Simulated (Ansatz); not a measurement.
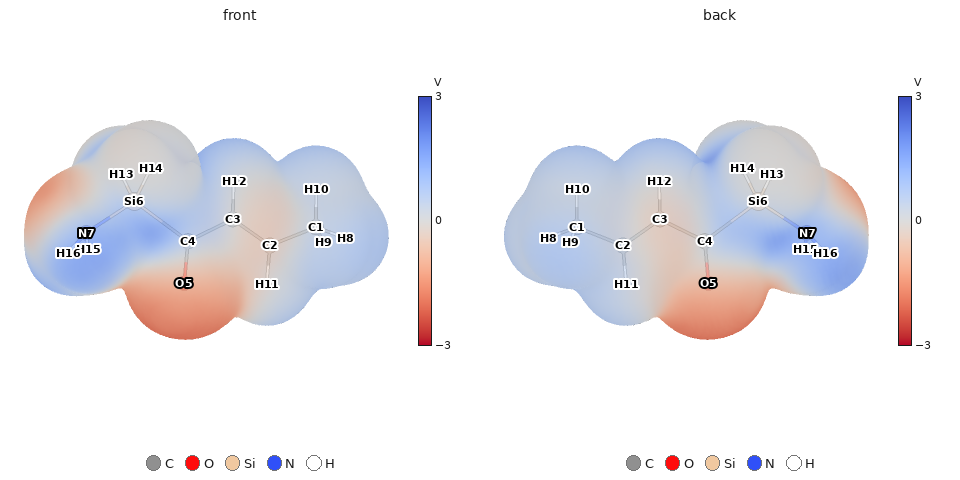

C₄H₉NOSi (SMILES CC=CC(=O)[SiH2]N). The molecular electrostatic potential painted on the density surface at 0.002 e/bohr³, seen from the front and from behind; the colour scale runs from red (negative) to blue (positive).

Theory: RHF/def2-SVP in Ansatz 0.2.0.

Input file:

```
crystal:
  periodic: [false, false, false]
  atoms:
    - { symbol: C, position_ang: [2.0602, -1.5186, 1.7403] }
    - { symbol: C, position_ang: [0.9319, -0.8884, 0.8694] }
    - { symbol: C, position_ang: [0.9157, 0.3909, 0.4386] }
    - { symbol: C, position_ang: [0.0098, 1.0773, -0.4001] }
    - { symbol: O, position_ang: [-0.97112, 0.59963, -0.92035] }
    - { symbol: Si, position_ang: [0.3109, 2.91922, -0.9562] }
    - { symbol: "N", position_ang: [-0.87437, 3.52178, -1.99423] }
    - { symbol: H, position_ang: [1.6207, -1.8178, 2.6612] }
    - { symbol: H, position_ang: [2.4802, -2.3035, 1.2561] }
    - { symbol: H, position_ang: [2.7979, -0.747, 1.9918] }
    - { symbol: H, position_ang: [0.1257, -1.5711, 0.6286] }
    - { symbol: H, position_ang: [1.7868, 1.0554, 0.7532] }
    - { symbol: H, position_ang: [1.59822, 3.11676, -1.69534] }
    - { symbol: H, position_ang: [0.32374, 3.81977, 0.20425] }
    - { symbol: H, position_ang: [-1.76236, 3.41501, -1.5547] }
    - { symbol: H, position_ang: [-0.91179, 2.88853, -2.83987] }
basis:
  gaussian: { orbitals: def2-SVP }
hamiltonian:
  xc: hf
relax:
  f_tol: 0.015
  max_steps: 40
output:
  orbitals: {}
```

Run with:

```sh
ansatz run input.yaml --threads 2 --pin off --max-ram 3072MiB --backend cpu --events-out ev --progress --plain --runs-dir out
```

The fields are those of the run's last geometry, not of the input's.

Describe the electrostatic potential map.

Answer. The most negative region (about −2.0 V) lies over O5, the most positive (about +1.6 V) over Si6, H15 and H16. O5 is the likeliest acceptor of a hydrogen bond.
